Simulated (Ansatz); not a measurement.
**Run report: CH$_{5}$FN$_{2}$OW, single-point calculation**

CH$_{5}$FN$_{2}$OW, computed with RKS r2SCAN50/x2c-TZVPPall (Ansatz 0.2.0).

Some settings of this run were made unusual or wrong on purpose. The geometry comes from this level: PBE0-D4/def2-TZVP.

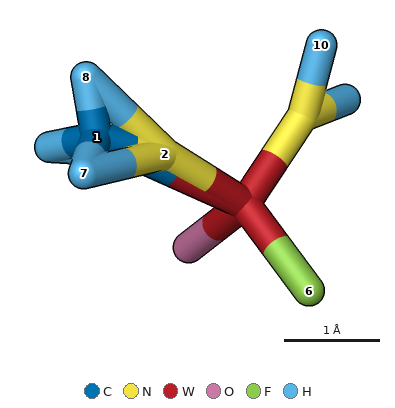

Fig. 1: The structure (stick view, seen at a tilt; atoms are numbered from 1 in the order of the input). Sticks mark near contacts. Bond lengths as drawn: C–H 0.65 to 0.77 Å, C–N 0.81 Å, C–W 1.96 Å, F–W 1.26 Å, H–N 0.75 to 1.31 Å, N–W 1.17 to 1.18 Å and O–W 1.29 Å.

What the run reported

- outcome: converged
- total energy: −448060.2100 eV
- SCF solution under orbital rotations: stable
- hardware: 4 threads of Arm Neoverse V1, 23 GiB of memory available, shared host
- wall time: 20 s (CPU time 74 s)
- peak memory: 1.4 GiB

What went wrong

A setting was made wrong on purpose: squeeze. The program still converged, but the numbers can't be taken as results for the intended system.

The input
```yaml
crystal:
  periodic: [false, false, false]
  atoms:
    - {symbol: C, position_ang: [0.479668, -0.785770, -0.845415]}
    - {symbol: N, position_ang: [0.325646, -0.225319, -0.284842]}
    - {symbol: W, position_ang: [-0.052462, 0.781543, 0.208761]}
    - {symbol: N, position_ang: [-0.572286, 0.386603, 1.184176]}
    - {symbol: O, position_ang: [-1.027185, 1.204532, -0.518472]}
    - {symbol: F, position_ang: [0.791993, 1.702603, 0.372072]}
    - {symbol: H, position_ang: [1.184104, -0.713832, -1.147349]}
    - {symbol: H, position_ang: [0.391166, -1.397157, -0.643375]}
    - {symbol: H, position_ang: [-0.056887, -0.773933, -1.320162]}
    - {symbol: H, position_ang: [-0.560513, -0.207371, 1.709651]}
    - {symbol: H, position_ang: [-1.104074, 0.603815, 1.663062]}
basis:
  gaussian: {orbitals: x2c-TZVPPall}
hamiltonian: {xc: {name: r2SCAN50}}
```

Command:
```bash
ansatz run in.yaml --threads 4 --pin off --events-out ev --progress --plain --max-ram 11315MiB
```

Log
```
Functional definition: r2SCAN50
  name "r2SCAN50"
  cite "Bursch, Neugebauer, Ehlert & Grimme, J. Chem. Phys. 156, 134105 (2022) doi:10.1063/5.0086040"
  cite "Furness, Kaplan, Ning, Perdew & Sun, J. Phys. Chem. Lett. 11, 8208 (2020) doi:10.1021/acs.jpclett.0c02405"
  cite "Furness, Kaplan, Ning, Perdew & Sun, J. Phys. Chem. Lett. 11, 9248 (2020) doi:10.1021/acs.jpclett.0c03077"
  parent r2scan
  parameter a = 0.5
  parameter k0 = 0.174
  parameter k1 = 0.065
  parameter a1 = 4.9479
  exchange = (1 - a)*r2scan_x(k0 = k0, k1 = k1, a1 = a1) + a*exact_x
  correlation = r2scan_c
2258 factors; their error is unknown
mean field evaluation 1: about -448019.6972 eV, gradient 1.7e2 eV
mean field evaluation 2: about -447859.7202 eV, gradient 2.9e2 eV
mean field evaluation 4: about -448058.0406 eV, gradient 3.1e1 eV
mean field evaluation 8: about -448058.9862 eV, gradient 3.5e-1 eV
mean field evaluation 16: about -448060.2099 eV, gradient 4.6e-3 eV
mean field -448060.20994043 eV, -16465.9090091925 hartree, gradient 7.2e-5 eV, S^2 0.000000; 0 other end points of the search recorded, 0 dependent functions left out
reference -448060.20995374 eV, -16465.9090096815 hartree; 58, 58 occupied and 264, 264 virtual orbitals, 2258 factors
Total energy: -448060.20995374 eV, -16465.9090096815 hartree
Relativity: scalar
```
